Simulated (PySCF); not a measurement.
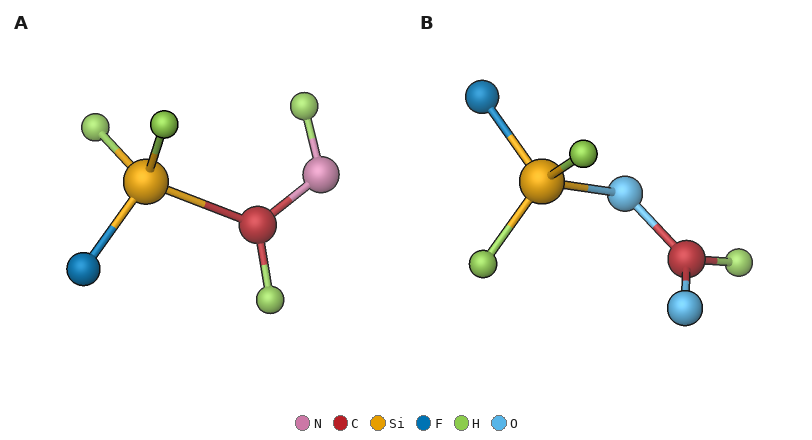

Two related species, optimised with PBE0-D3(BJ)/def2-SVP; properties computed with PySCF 2.14.0. Both: charge 0, singlet.

**Identify both.**

A is CH4FNSi ([H]/N=C\[SiH2]F), B is CH3FO2Si (O=CO[SiH2]F).

Compare them. With PBE0/pcSseg-1: dipole moment (D), HOMO–LUMO gap (eV), HOMO energy (Kohn–Sham orbital) (eV), shielding of Si (ppm), Hirshfeld charge of Si (e), IAO charge of Si (e). With CAM-B3LYP/def2-SVPD: lowest vertical singlet excitation (eV), mean static polarisability (bohr³). With PBE0-D3(BJ)/def2-SVP: mean Si–F length (Å), mean Si–H length (Å).

```csv
quantity,A,B
dipole moment (D),1.55,0.49
HOMO–LUMO gap (eV),6.26,8.35
HOMO energy (Kohn–Sham orbital) (eV),−7.57,−8.86
shielding of Si (ppm),379.3,361.7
Hirshfeld charge of Si (e),0.43,0.49
IAO charge of Si (e),1.04,1.26
lowest vertical singlet excitation (eV),4.28,5.81
mean static polarisability (bohr³),45.9,43.0
mean Si–F length (Å),1.626,1.613
mean Si–H length (Å),1.490,1.478
```

Each is one conformer, and no frequency run is at hand to confirm it as a minimum.
